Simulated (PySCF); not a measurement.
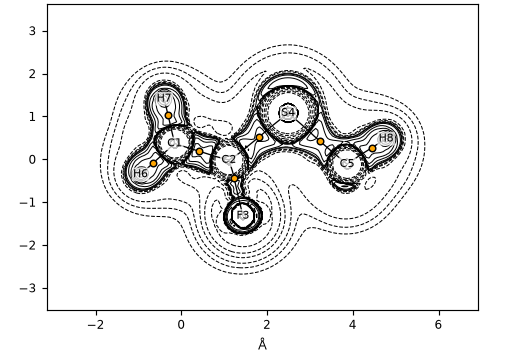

*C3H5FS, SMILES `C=C(F)SC`. Negative Laplacian of the density (−∇²ρ) in a plane through 8 of the atoms (solid lines positive, dashed lines negative, contours at ±0.02 to ±8 a.u.), with bond paths and bond critical points (dots).*

PySCF calculation, PBE0/def2-SVPD, gas phase; geometry: GFN2-xTB. No frequency check shows the geometry to be a minimum. GFN2-xTB bond lengths at metals and heavier atoms can be off by up to 0.1 Å and shapes distorted, which carries into these values.

The calculation's input:

```python
import numpy as np
from pyscf import gto, scf, dft
from pyscf.scf import atom_ks, atom_hf
from scipy.linalg import block_diag

def solve(mol, dm0=None, hcore=None):
    mf = (dft.UKS if mol.spin else dft.RKS)(mol, xc='pbe0')
    mf.grids.level = 3
    mf = mf.density_fit(auxbasis='def2-universal-jkfit')
    mf.conv_tol, mf.max_cycle = 1e-8, 80
    if hcore is not None:
        mf.get_hcore = lambda *args: hcore
    mf.kernel(dm0)
    if not mf.converged:
        mf = mf.newton().run(mf.mo_coeff, mf.mo_occ, max_cycle=30)
    assert mf.converged, 'SCF not converged'
    return mf

mol = gto.M(atom='''
C      2.04951    -0.46516     0.00066
C      0.83746     0.06353    -0.00008
F      0.66280     1.39708    -0.00067
S     -0.66404    -0.86373    -0.00037
C     -1.89212     0.47798     0.00005
H      2.92442     0.15824     0.00065
H      2.17352    -1.52993     0.00109
H     -2.86320    -0.00584     0.00296
H     -1.77402     1.08122    -0.89201
H     -1.77030     1.08423     0.89552
''', basis='def2-svpd', charge=0, spin=0, verbose=4)
mf = solve(mol)
mf.analyze()
# spherically averaged free atoms, for the promolecule
atm = atom_ks.get_atm_nrks(mol, xc='pbe0')
pro = block_diag(*[(atm[a[0]][2] * atm[a[0]][3]) @ atm[a[0]][2].T for a in mol._atom])
np.savez('result.npz', e=mf.e_tot, c=mf.mo_coeff, occ=mf.mo_occ, eps=mf.mo_energy, pro=pro, dip=mf.dip_moment(verbose=0), s2=mf.spin_square()[0])
```

Command:

```sh
OMP_NUM_THREADS=1 python input.py
```

The run took 39 s on 1 thread of Intel(R) Xeon(R) Processor @ 2.50GHz (Skylake/Cascade Lake), with other jobs on the host, peak memory 0.57 GiB.

Partitions, critical points and surface values were worked out afterwards from this run's density.

### At which bond critical points in this plane is charge locally concentrated, and at which depleted?

Concentrated (∇²ρ < 0): C1–C2 (−0.96 a.u.); C1–H7 (−1.08 a.u.); C1–H6 (−1.07 a.u.); C5–H8 (−1.06 a.u.); C2–S4 (−0.46 a.u.); S4–C5 (−0.31 a.u.). Depleted (∇²ρ > 0): C2–F3 (+0.15 a.u., H = −0.356). A positive Laplacian with clearly negative H marks a strongly polar covalent bond, whose critical point lies close to the core of the less electronegative atom.

### Where along C2–F3 does the critical point lie?

0.45 Å from C2 and 0.90 Å from F3.
